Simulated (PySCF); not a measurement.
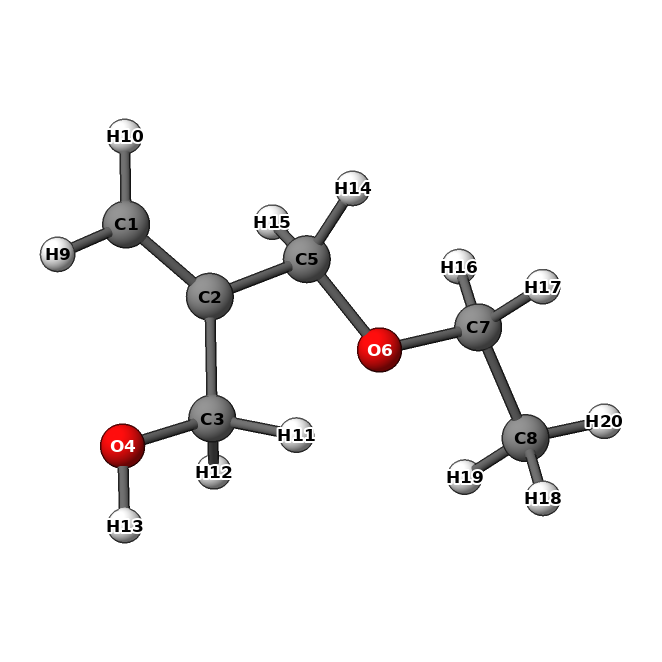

The questions are on Mulliken spin populations. State: charge +1, doublet. Computed geometry: GFN2-xTB optimisation. No frequency run is at hand to confirm it as a minimum. Properties computed with UKS B3LYP, pcH-1 on C H O, non-relativistic (PySCF 2.14.0).

Question: Which atom carries the largest spin population?

Answer: C1 (0.44 e).

Question: Which atom has the lowest spin population?

Answer: C5, H9, H10 (−0.02 e); a negative value comes from spin polarisation.

List the Mulliken spin populations.

```json
{"atom": "C1", "value (e)": "0.44"}
{"atom": "C2", "value (e)": "0.09"}
{"atom": "C3", "value (e)": "0.00"}
{"atom": "O4", "value (e)": "0.08"}
{"atom": "C5", "value (e)": "−0.02"}
{"atom": "O6", "value (e)": "0.21"}
{"atom": "C7", "value (e)": "−0.01"}
{"atom": "C8", "value (e)": "0.00"}
{"atom": "H9", "value (e)": "−0.02"}
{"atom": "H10", "value (e)": "−0.02"}
{"atom": "H11", "value (e)": "0.05"}
{"atom": "H12", "value (e)": "0.05"}
{"atom": "H13", "value (e)": "0.00"}
{"atom": "H14", "value (e)": "0.06"}
{"atom": "H15", "value (e)": "0.06"}
{"atom": "H16", "value (e)": "0.01"}
{"atom": "H17", "value (e)": "0.03"}
{"atom": "H18", "value (e)": "0.00"}
{"atom": "H19", "value (e)": "0.00"}
{"atom": "H20", "value (e)": "0.00"}
```

Mulliken values depend strongly on the basis set.
